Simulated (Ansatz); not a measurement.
Cost and result by functional for the surface energy of the (320) surface of bcc W in its 1x1 cell, outermost plane spacing 0.44 Å in the ideal cut, in Ansatz (plane waves, PAW). Single points on the PBE structure, on one kind of machine; costs are rough ratios of the slab run's core time (references not counted) to the cheapest single point. r2SCAN's cost holds its higher cutoff (500 against 420 eV). Differences are taken against r2SCAN for comparison alone: no measured value is at hand, so the table doesn't rank accuracy.

Set-up: 24 atoms, 10.2 Å thick at the start (thin: gaps and levels are the slab's own); mesh 12x4x1; 0.1 eV smearing; dipole correction on; all atoms relaxed; held to the start's symmetry, so lower structures may exist; no spin, no spin-orbit, no U. These notes are the PBE run's.

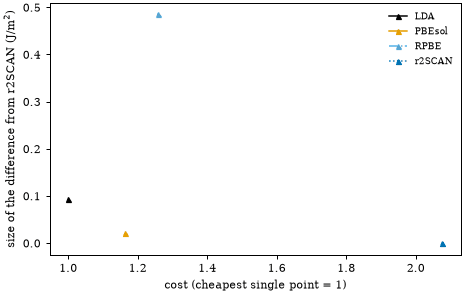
Fig. 1. Difference from r2SCAN against cost

| functional | relative cost | surface energy (J/m²) | less r2SCAN (J/m²) |
|---|---|---|---|
| LDA | 1 | 4.00 | 0.09 |
| PBEsol | 1 | 3.93 | 0.02 |
| RPBE | 1 | 3.42 | -0.49 |
| r2SCAN | 2 | 3.91 | 0.00 |
| PBE (the relaxed run's value) | – | 3.60 | -0.31 |

The values span 0.58 J/m², while the single points' costs differ by a factor of roughly 2. Differences are of unrounded values.

Ansatz is a first-principles code.
